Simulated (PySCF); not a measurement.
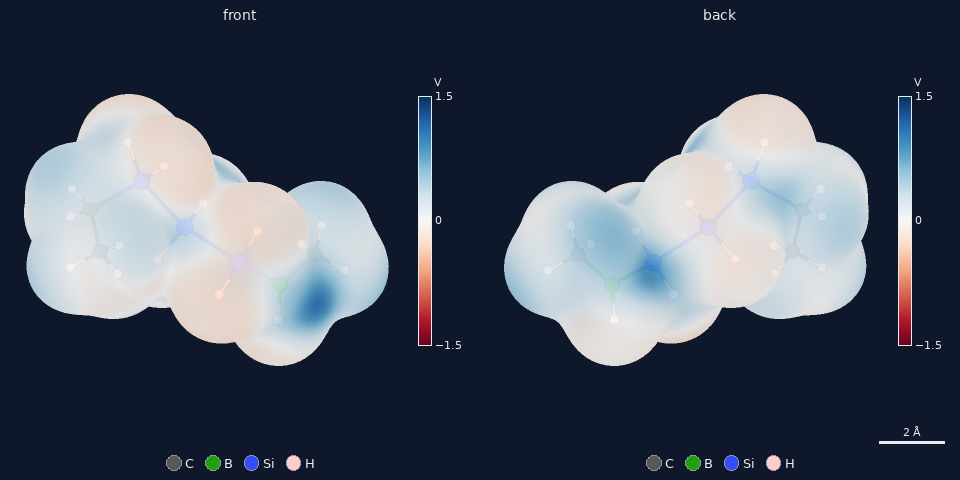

*C3H15BSi3 (SMILES CB[SiH2][SiH2][SiH2]CC). The molecular electrostatic potential painted on the density surface at 0.001 e/bohr³, seen from the front and from behind; red is negative and blue positive.*

Geometry: GFN2-xTB.

The calculation used PySCF 2.14.0, PBE0/pcSseg-1, SCF density, gas phase, non-relativistic.

```xyz
22

C    -4.2692   -0.2703   -0.0105
B    -3.2074    0.5533   -0.8283
Si   -1.4729    0.9802   -0.0629
Si   -0.0872   -0.9032   -0.2004
Si    1.8034   -0.9319    1.1408
C     3.3252   -0.3363    0.1568
C     3.0987    1.0183   -0.5009
H    -4.1782   -1.3165   -0.3148
H    -5.2982    0.0088   -0.2347
H    -4.1402   -0.2473    1.0702
H    -3.4581    0.7708   -1.9567
H    -1.4877    1.3579    1.3662
H    -0.7358    2.1012   -0.6801
H     0.2887   -1.1210   -1.6112
H    -0.8949   -2.1056    0.0833
H     1.6551   -0.0395    2.3019
H     2.1607   -2.2462    1.6992
H     4.1952   -0.2731    0.8125
H     3.5737   -1.0691   -0.6134
H     2.2597    0.9758   -1.1938
H     2.8792    1.7766    0.2477
H     3.9798    1.3368   -1.0570
```

Question: Which sites attract a positive test charge, and which a negative one?

Answer: A positive charge is drawn to the negative regions and a negative charge to the positive ones. The most negative region (about −0.2 V) lies over H12, H13 and H16, the most positive (about +1.0 V) over B2.

Question: How polar is the molecule by this calculation?

Answer: Its dipole moment is 0.43 D.
